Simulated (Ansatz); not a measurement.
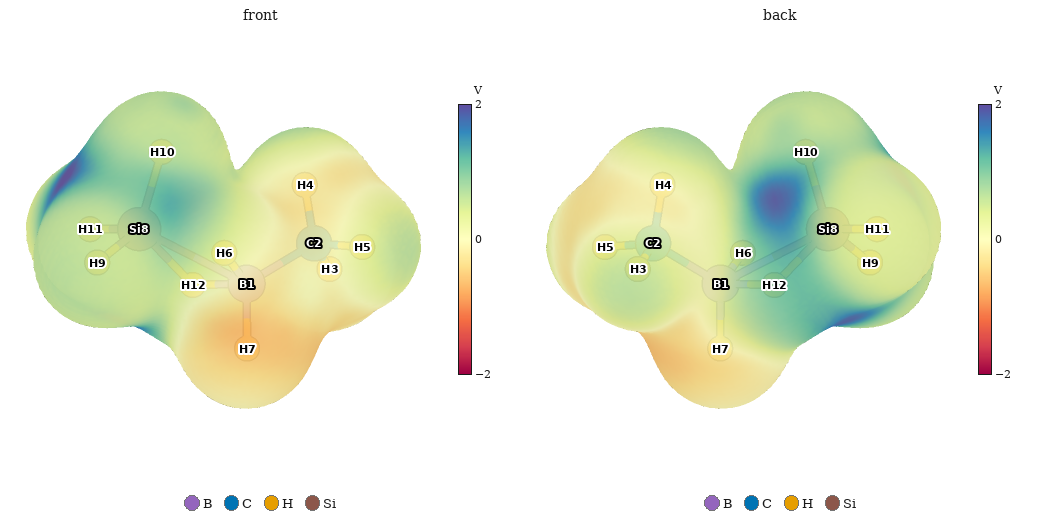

Figure 1: CH9BSi. The electrostatic potential painted on the density surface at 0.004 e/bohr³, seen from the front and from behind; red is negative and blue positive.

The calculation used RKS PBE0-D4/6-31G* (Ansatz).

```yaml
atoms:
  - { symbol: B, position_ang: [-0.4050, -0.3037, 0.6659] }
  - { symbol: C, position_ang: [0.2156, 0.4947, 1.9024] }
  - { symbol: H, position_ang: [-0.5533, 0.8510, 2.5970] }
  - { symbol: H, position_ang: [0.9446, -0.0843, 2.4834] }
  - { symbol: H, position_ang: [0.7407, 1.3819, 1.5275] }
  - { symbol: H, position_ang: [0.4355, -0.8079, -0.0813] }
  - { symbol: H, position_ang: [-1.2630, 0.1704, -0.0332] }
  - { symbol: Si, position_ang: [-0.2035, -2.4940, 0.6663] }
  - { symbol: H, position_ang: [-0.3840, -2.8770, -0.7540] }
  - { symbol: H, position_ang: [1.1759, -2.6329, 1.1887] }
  - { symbol: H, position_ang: [-1.0564, -3.4192, 1.4790] }
  - { symbol: H, position_ang: [-1.1446, -1.2739, 1.1697] }
```

Question: Which sites attract a positive test charge, and which a negative one?

Answer: A positive charge is drawn to the negative regions and a negative charge to the positive ones. The most negative region (about −0.6 V, or −14 kcal/mol for a unit charge) lies over H6, the most positive (about +1.9 V, or +44 kcal/mol for a unit charge) over Si8.
